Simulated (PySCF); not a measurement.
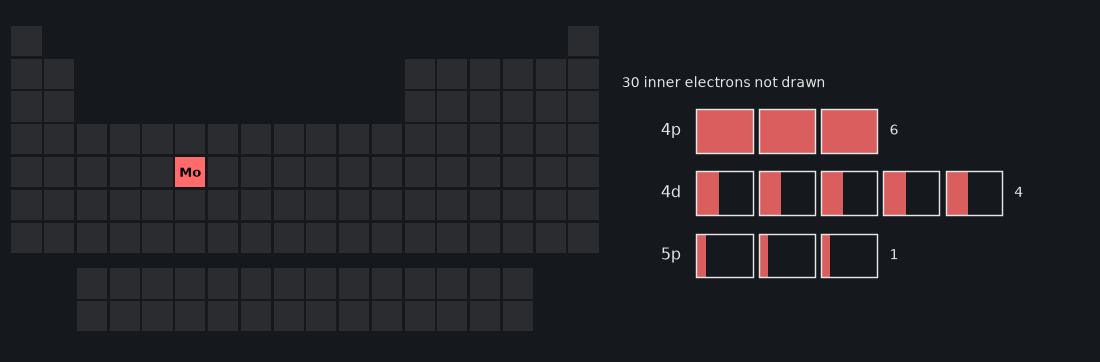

**Figure 1.** Left, the place of molybdenum in the periodic table; right, the outer shells of the nominal configuration: a box for each of the 2l + 1 orbitals, shaded by the share of the shell that is filled, with the electron count at the right.

# Atomic calculation for Mo⁺

System: Mo⁺, configuration 1s2 2s2 2p6 3s2 3p6 3d10 4s2 4p6 4d4 5p1, multiplicity 6.
Method: unrestricted BP86, aug-cc-pwCVDZ-PP with ECP28, scalar-relativistic core potential (PySCF).

Input file:
```python
from pyscf import gto, scf, dft, mp, cc
mol = gto.M(atom="Mo 0 0 0", charge=1, spin=5, symmetry="D2h",
            basis="aug-cc-pwCVDZ-PP",
            ecp="aug-cc-pwCVDZ-PP")
mf = dft.UKS(mol, xc="B88,P86")
mf.irrep_nelec = {'Ag': (2, 1), 'B1g': (1, 0), 'B2g': (1, 0), 'B3g': (1, 0), 'B1u': (2, 1), 'B2u': (1, 1), 'B3u': (1, 1)}
mf.kernel()
```

The script is an equivalent of what the driver set up; the driver started from orbitals of its own, so the log can be shorter than this script's would be, and it computed the properties (radii, ⟨L²⟩, response) afterwards. It held the occupations shell by shell, which the script's counts by irreducible representation don't always enforce.

Output (extracts):
```
damping factor = 0
level_shift factor = 0
DIIS = <class 'pyscf.scf.diis.CDIIS'>
diis_start_cycle = 1
diis_space = 10
diis_damp = 0
SCF conv_tol = 1e-09
SCF conv_tol_grad = None
number electrons alpha = 9  beta = 4
XC functionals = B88,P86
    A. D. Becke.,  Phys. Rev. A 38, 3098 (1988)
    J. P. Perdew.,  Phys. Rev. B 33, 8822 (1986)
cycle= 1 E= -67.4662967533132  delta_E= -0.00677  |g|= 0.0162  |ddm|= 0.668
cycle= 2 E= -67.4663832562557  delta_E= -8.65e-05  |g|= 0.00643  |ddm|= 0.0457
cycle= 3 E= -67.4663972477916  delta_E= -1.4e-05  |g|= 0.00215  |ddm|= 0.0247
cycle= 4 E= -67.4663988968871  delta_E= -1.65e-06  |g|= 0.000103  |ddm|= 0.00572
cycle= 5 E= -67.4663989049324  delta_E= -8.05e-09  |g|= 1.32e-05  |ddm|= 0.00137
cycle= 6 E= -67.4663989050179  delta_E= -8.55e-11  |g|= 8.2e-07  |ddm|= 3.82e-05
converged SCF energy = -67.4663989050179  <S^2> = 8.7504551  2S+1 = 6.0001517
```

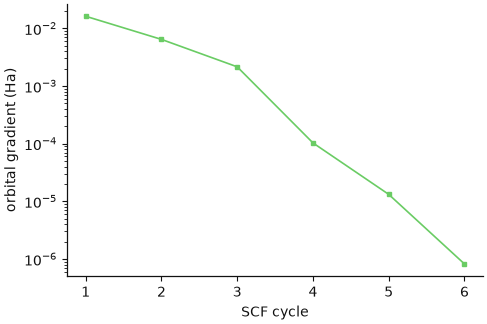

**Figure 2.** Convergence: orbital gradient against the SCF cycle. The residual falls at every step. It goes from 0.016 to 8.2×10⁻⁷ in 6 steps.

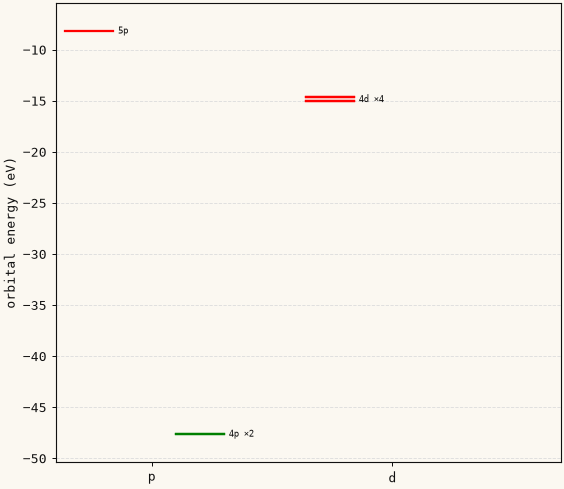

**Figure 3.** Orbital energies of the mean field, from the top down to −47.6 eV, by angular momentum, α spin at the left of each column and β at the right; ×n counts the orbitals under one label. Empty levels that the record names by l alone aren't drawn. The highest filled orbital is 5p α at −8.16 eV, the lowest empty one d α at −14.5 eV.

Summary:

- outcome: converged
- total energy (valence electrons, under a core potential): −67.466399 hartree
- ⟨S²⟩: 8.750
- ⟨L²⟩: 8.00
- SCF iterations: 6
- hardware: 1 CPU thread, shared host
- CPU time: 0.76 s (integrals apart)

Remarks:

The driver held the occupations shell by shell, and empty d and s levels lie below the filled 5p. This is not the ground configuration of the species. ⟨L²⟩ departs from that of the intended term, so the determinant mixes terms.
